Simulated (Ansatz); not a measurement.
Si₂H₄ and related structures: several calculations on one system

**1. Relaxation**

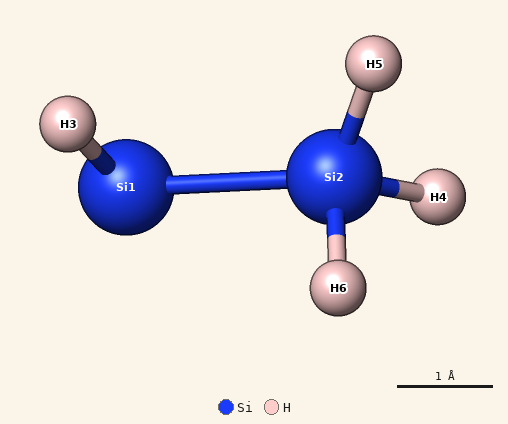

This is the input geometry for a relaxation of Si2H4. The picture is a ball-and-stick view, seen from a free direction.

It is one of the separated reactants of a reaction.

Method: RKS PBE0-D4/def2-TZVP (Ansatz 0.2.0).

The input:
```yaml
crystal:
  periodic: [false, false, false]
  atoms:
    - {symbol: Si, position_ang: [-1.596024, -1.034479, 0.039441]}
    - {symbol: Si, position_ang: [0.655799, -1.817240, 0.072557]}
    - {symbol: H, position_ang: [-1.518755, -0.585581, 1.491401]}
    - {symbol: H, position_ang: [1.229092, -2.040612, -1.289154]}
    - {symbol: H, position_ang: [1.702644, -1.062612, 0.833582]}
    - {symbol: H, position_ang: [0.552454, -3.158723, 0.724484]}
basis:
  gaussian: {orbitals: def2-TZVP}
hamiltonian: {xc: pbe0, dispersion: d4}
relax: {f_tol: 0.005, max_steps: 200}
```

Command:
```bash
ansatz run in.yaml --threads 4 --pin off --events-out ev --progress --plain --max-ram 9574MiB
```

Where does the relaxation end?

Answer. The atom that moves furthest after the best rigid fit is H3 (0.17 Å). By element the largest moves are H 0.17 Å, Si 0.13 Å. Some distances before and after: Si2–H5 1.498 → 1.491 Å, Si2–H4 1.494 → 1.489 Å, Si1–H3 1.522 → 1.527 Å. Among the angles between lasting bonds that change: Si1–Si2–H5 120.1° → 113.1°, Si2–Si1–H3 92.0° → 87.7°, H4–Si2–H5 105.7° → 108.2°. After 11 accepted moves (13 points after the start) the energy has fallen by 0.35 kcal/mol. The largest force component goes from 0.32 to 0.004 eV/Å. The line search rejected the trial steps at points 5, 8 of the run. Cost: 8.5 s on 4 threads of Arm Neoverse V2, with other jobs on the host.

Final geometry:

```xyz
6

Si   -1.5521   -0.9202    0.0066
Si    0.6507   -1.8251    0.0511
H    -1.4411   -0.7347    1.5182
H     1.2413   -2.1015   -1.2871
H     1.6129   -0.9839    0.8198
H     0.5134   -3.1338    0.7638
```

After the run, drawn alike:

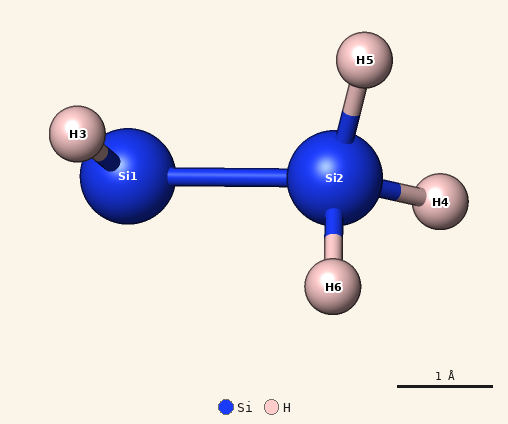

**2. Relaxation**

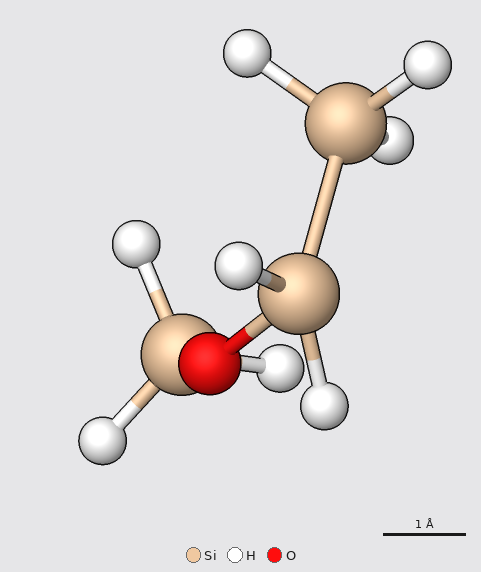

Si3H8O (started from a transition state, displaced along its imaginary mode), before the relaxation. The picture is a ball-and-stick view, seen from a free direction.

All numbers below come from Ansatz 0.2.0, RKS PBE0-D4/def2-TZVP.

Input
```yaml
crystal:
  periodic: [false, false, false]
  atoms:
    - {symbol: Si, position_ang: [-1.348575, -0.613623, 0.028310]}
    - {symbol: Si, position_ang: [0.658057, -1.851828, 0.326825]}
    - {symbol: H, position_ang: [-1.821907, 0.195548, -1.120309]}
    - {symbol: O, position_ang: [-1.038429, 1.069866, -0.027201]}
    - {symbol: Si, position_ang: [0.300480, 1.914331, -0.357953]}
    - {symbol: H, position_ang: [-2.151775, -0.867400, 1.276419]}
    - {symbol: H, position_ang: [1.621007, -1.501520, -0.742189]}
    - {symbol: H, position_ang: [1.266587, -1.513720, 1.647014]}
    - {symbol: H, position_ang: [0.404574, -3.317342, 0.303742]}
    - {symbol: H, position_ang: [1.293081, 1.566766, 0.693925]}
    - {symbol: H, position_ang: [0.870439, 1.571814, -1.693635]}
    - {symbol: H, position_ang: [-0.053539, 3.347110, -0.334850]}
basis:
  gaussian: {orbitals: def2-TZVP}
hamiltonian: {xc: pbe0, dispersion: d4}
relax: {f_tol: 0.005, max_steps: 200}
```

Command:
```bash
ansatz run in.yaml --threads 4 --pin off --events-out ev --progress --plain --max-ram 9574MiB
```

Predict the outcome.

The largest move after the best rigid fit is that of H3, 1.26 Å. Largest moves by element: H 1.26 Å, O 0.37 Å, Si 0.22 Å. Some distances before and after: Si1–O4 1.713 → 1.640 Å, Si1–Si2 2.377 → 2.347 Å, Si1–H6 1.506 → 1.488 Å, O4–Si5 1.617 → 1.634 Å. Bond angles that change, for instance: H3–Si1–O4 59.8° → 108.7°, Si2–Si1–H3 130.6° → 109.8°, H3–Si1–H6 124.3° → 108.0°. Groups turn about O4–Si5 by about 65°. Over 50 accepted moves (54 points after the start) the energy falls by 2.305 eV. The largest force component goes from 2.7 to 0.0038 eV/Å. The line search rejected the trial steps at points 20, 21, 24, 31 of the run. The forces were under the threshold at step 36, but the run went on from there.

The structure at the end:

```xyz
12

Si   -1.2635   -0.5246   -0.0762
Si    0.5971   -1.8530    0.4562
H    -1.9244   -1.0516   -1.3007
O    -0.8400    1.0382   -0.3399
Si    0.3912    2.1124   -0.3682
H    -2.2506   -0.5713    1.0363
H     1.5926   -1.8470   -0.6499
H     1.2625   -1.3674    1.6956
H     0.1392   -3.2523    0.6780
H     1.6710    1.4222   -0.0490
H     0.4827    2.7190   -1.7194
H     0.1421    3.1754    0.6372
```

After the run, drawn alike:

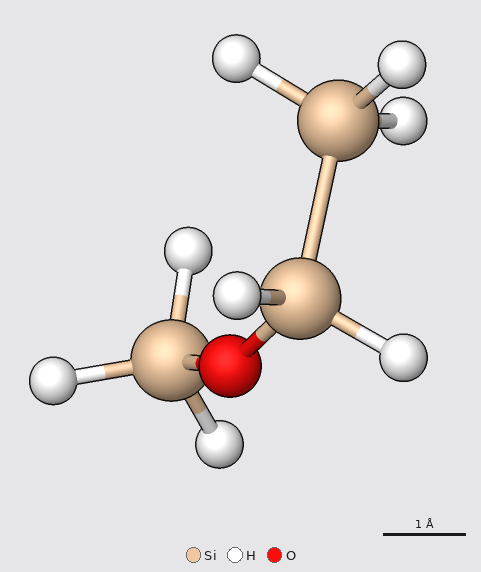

**3. Reaction**

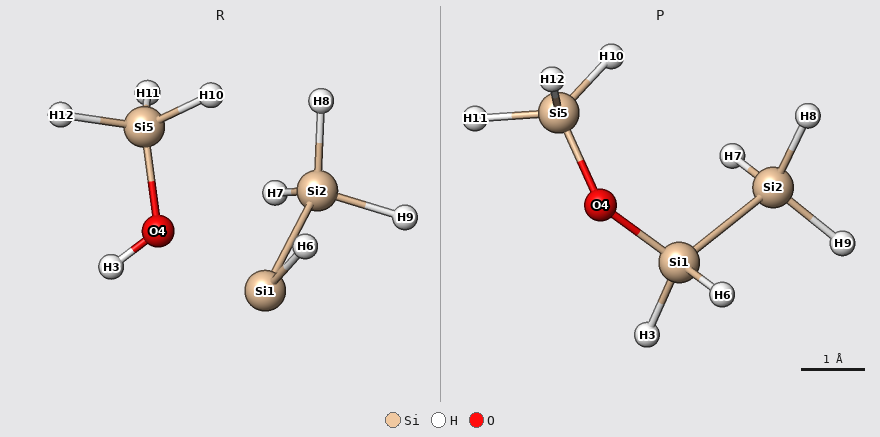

Reactant (R) and product (P) of one elementary step of Si₃H₈O. A ball-and-stick model, seen at a tilt.

Stationary points at PBE0-D4/def2-TZVP, single-point energies with CCSD(T)/CBS, PBE0-D4, CCSD(T), wB97M-V (def2-TZVPP where no basis is named; Ansatz 0.2.0). The energies are electronic, without zero-point or thermal terms, and both ends are the minima reached downhill from the saddle, with any fragments still in contact. CCSD(T)/CBS stands for a frozen-core estimate: MP2 correlation extrapolated from def2-TZVPP and def2-QZVPP, CCSD(T) minus MP2 from the smaller set.

R:
```xyz
12

Si   -1.6001   -1.0268    0.0665
Si    0.6487   -1.8176    0.1148
H    -1.6736    1.0849   -1.3253
O    -1.1701    0.8496   -0.5427
Si    0.2106    1.7482   -0.1315
H    -1.5187   -0.5438    1.5072
H     1.2189   -2.0756   -1.2421
H     1.6997   -1.0493    0.8560
H     0.5410   -3.1428    0.7986
H     0.3231    1.6629    1.3342
H     1.3800    1.1806   -0.8337
H    -0.0596    3.1297   -0.6019
```

P:
```xyz
12

Si   -1.2633   -0.5258   -0.0697
Si    0.6005   -1.8512    0.4588
H    -1.9288   -1.0567   -1.2901
O    -0.8422    1.0366   -0.3393
Si    0.3880    2.1117   -0.3755
H    -2.2459   -0.5704    1.0469
H     1.5915   -1.8474   -0.6513
H     1.2705   -1.3618    1.6942
H     0.1446   -3.2503    0.6863
H     1.6696    1.4234   -0.0596
H     0.4736    2.7147   -1.7287
H     0.1421    3.1772    0.6280
```

What is the transition state like, and how high is the barrier?

Answer. Counted by bonded pieces, R holds SiH₄O + Si₂H₄ and P holds Si₃H₈O. From R over the saddle to P, bonds form: Si1–H3 (2.53 → 1.65 → 1.49 Å), Si1–O4 (2.02 → 1.90 → 1.64 Å). A bond breaks: H3–O4 (0.96 → 1.22 → 2.54 Å). The saddle has one imaginary mode, 1519i cm⁻¹. With CCSD(T)/CBS the barrier is 20.9 kcal/mol from R and 82.5 kcal/mol from P, and P lies 61.5 kcal/mol below R.

| level | barrier from R (kcal/mol) | barrier from P (kcal/mol) | P less R (kcal/mol) |
| --- | --- | --- | --- |
| CCSD(T)/CBS | 20.9 | 82.5 | −61.5 |
| PBE0-D4 | 19.2 | 78.1 | −58.9 |
| CCSD(T) | 21.3 | 82.1 | −60.9 |
| wB97M-V | 22.5 | 80.9 | −58.4 |

Against CCSD(T)/CBS, CCSD(T) comes closest on the barrier from R (+0.3 kcal/mol) and PBE0-D4 misses most (−1.7 kcal/mol). At 1 of the 3 structures the mean-field solution behind CCSD(T) isn't stable (a lower one of broken symmetry exists), so those energies are less reliable.

Saddle geometry:

```xyz
12

Si   -1.4313   -0.8179   -0.0042
Si    0.6561   -1.8456    0.3571
H    -1.7106    0.4541   -1.0167
O    -1.1129    1.0555   -0.1353
Si    0.2979    1.9160   -0.3878
H    -2.1168   -0.8996    1.3264
H     1.6111   -1.4737   -0.7243
H     1.2937   -1.5361    1.6677
H     0.4254   -3.3162    0.2870
H     1.2395    1.5604    0.7020
H     0.8760    1.5420   -1.7028
H    -0.0282    3.3610   -0.3690
```

The saddle point in the same view, with dashed sticks for the bonds that form or break:

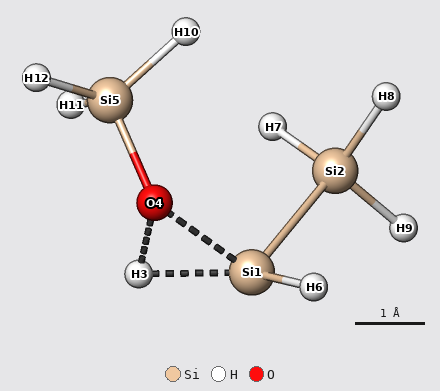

**4. Reaction**

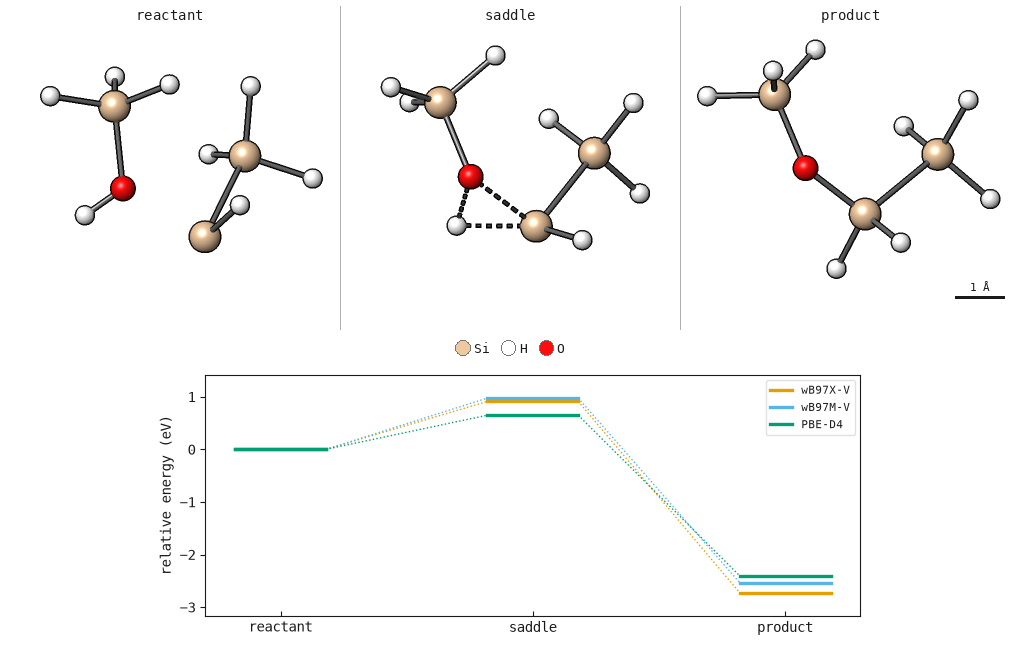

A reaction step of Si$_{3}$H$_{8}$O, with its energy diagram. Style: ball-and-stick. Shown at a tilt. Dashed sticks mark bonds that form or break.

Stationary points at PBE0-D4/def2-TZVP, single-point energies with wB97X-V, wB97M-V, PBE-D4 (def2-TZVPP where no basis is named; Ansatz 0.2.0). The energies are electronic, without zero-point or thermal terms, and both ends are the minima reached downhill from the saddle, with any fragments still in contact.

Question: What happens, and what does it cost?

Answer: Counted by bonded pieces, the reactant holds SiH₄O + Si₂H₄ and the product holds Si₃H₈O. From the reactant over the saddle to the product, bonds form: H–Si (2.53 → 1.65 → 1.49 Å), O–Si (2.02 → 1.90 → 1.64 Å). A bond breaks: H–O (0.96 → 1.22 → 2.54 Å). The saddle has one imaginary mode, 1519i cm⁻¹. With wB97X-V the barrier is 0.91 eV from the reactant and 3.64 eV from the product, and the product lies 2.73 eV below the reactant.

```
  level  barrier from the reactant (eV)  barrier from the product (eV)  the product less the reactant (eV)
wB97X-V                            0.91                           3.64                               −2.73
wB97M-V                            0.97                           3.51                               −2.53
 PBE-D4                            0.65                           3.05                               −2.40
```
